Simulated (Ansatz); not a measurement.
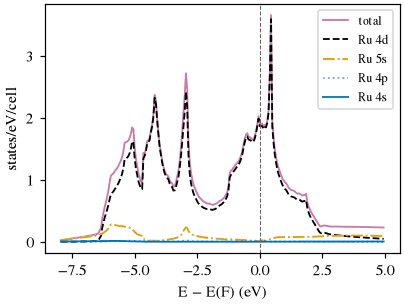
Figure. Total and projected density of states of Ru (bcc (W type), Im-3m), PBEsol in the plane-wave PAW code Ansatz

Task: Which orbitals carry the states next to the Fermi level?

Result: Within 0.5 eV of the Fermi level: Ru 4d 98 %. Projections are on Löwdin-orthogonalised atomic valence shells; empty p or d shells of many metals are not among them.

Task: Where is the tallest occupied peak in this window, and what makes it?

Result: Near -2.9 eV, about 2.7 states/eV per cell; the largest projected share is Ru 4d.

The start of the workflow was typed in or built on a structure type; neither database checked (COD, Materials Project) lists it. It is not the phase usual at ambient conditions (space group No. 194). Symmetry was held in the PBEsol relaxation. At this level the phase is mechanically unstable. The run is not spin-polarised. Spin–orbit coupling is left out wherever it is not named.

Potentials: the later of the program's two PAW sets.
